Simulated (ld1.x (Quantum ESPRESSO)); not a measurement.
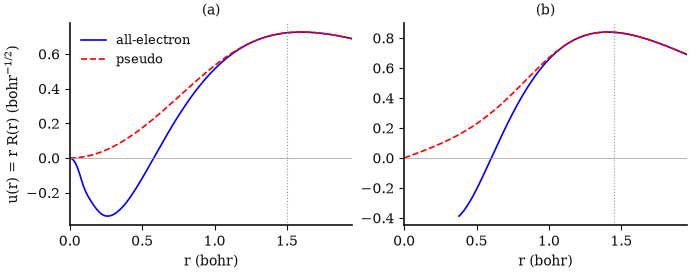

Partial waves u(r) = r R(r), all-electron (solid) and pseudo (dashed). Dotted lines mark the matching radii. The all-electron curves start outside the innermost oscillations, which aren't drawn.

ld1.x (Quantum ESPRESSO) 7.5, LDA (PZ), scalar-relativistic. The levels are (a) -7.11 eV, (b) -17.28 eV.

Which element and which shells are these?

Answer. Sulfur (S), core [Ne], valence 3s2 3p4 (neutral): (a) 3p, (b) 3s.

Are the pseudo-waves norm-conserving?

Answer. Yes. The TM semilocal scheme keeps the all-electron norm inside the radius.
